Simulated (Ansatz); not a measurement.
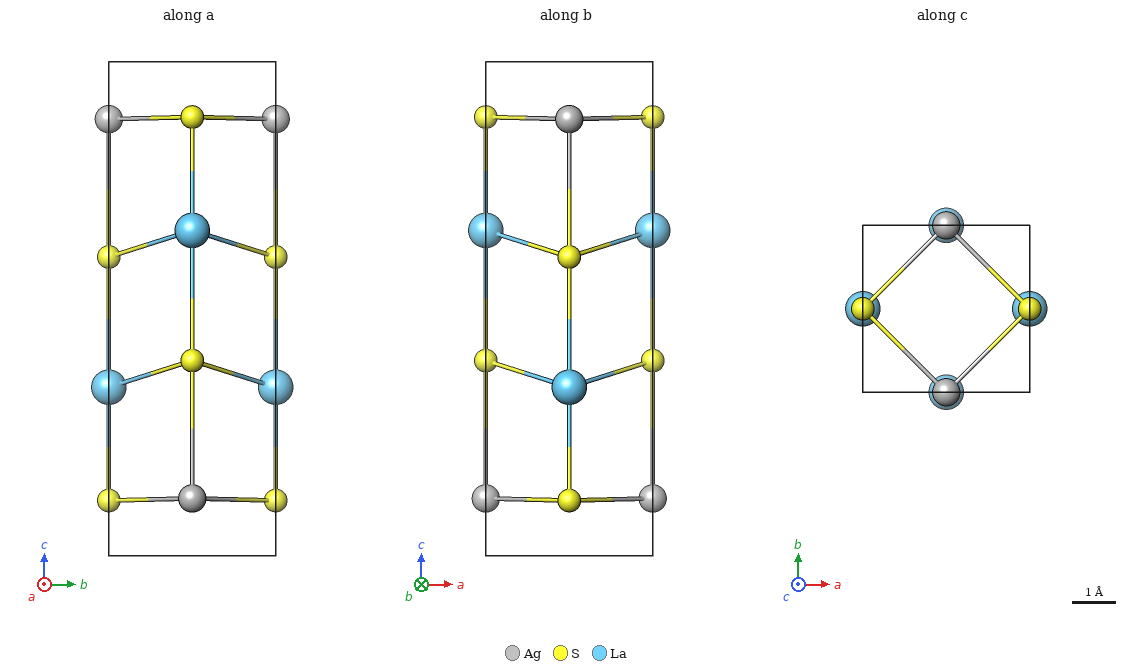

An orthographic ball-and-stick view of the structure, along the a axis, along the b axis and along the c axis. The wireframe shows the conventional unit cell.

Lattice parameters: a = 3.9251 Å, b = 3.9251 Å, c = 11.6200 Å, α = 90.000°, β = 90.000°, γ = 90.000°.

### Reconstruct the structure as a CIF in P1 with every atom of the cell, with free fractional coordinates to two decimals.

```cif
data_structure
_symmetry_space_group_name_H-M 'P 1'
_symmetry_Int_Tables_number 1
_cell_length_a 3.9251
_cell_length_b 3.9251
_cell_length_c 11.6200
_cell_angle_alpha 90.000
_cell_angle_beta 90.000
_cell_angle_gamma 90.000
_cell_volume 179.03
loop_
_atom_site_label
_atom_site_type_symbol
_atom_site_fract_x
_atom_site_fract_y
_atom_site_fract_z
_atom_site_occupancy
Ag1 Ag 0.50 0.00 0.88 1
S1 S 0.50 0.00 0.11 1
Ag2 Ag 0.00 0.50 0.12 1
S2 S 0.00 0.50 0.40 1
La1 La 0.50 0.00 0.34 1
S3 S 0.50 0.00 0.60 1
La2 La 0.00 0.50 0.66 1
S4 S 0.00 0.50 0.89 1
```

Starting structure: a structure type filled with these elements by a generator (whether the compound takes this form wasn't checked). The structure drawn was relaxed with DFT, PBEsol, plane waves, PAW (Ansatz 0.2.0).
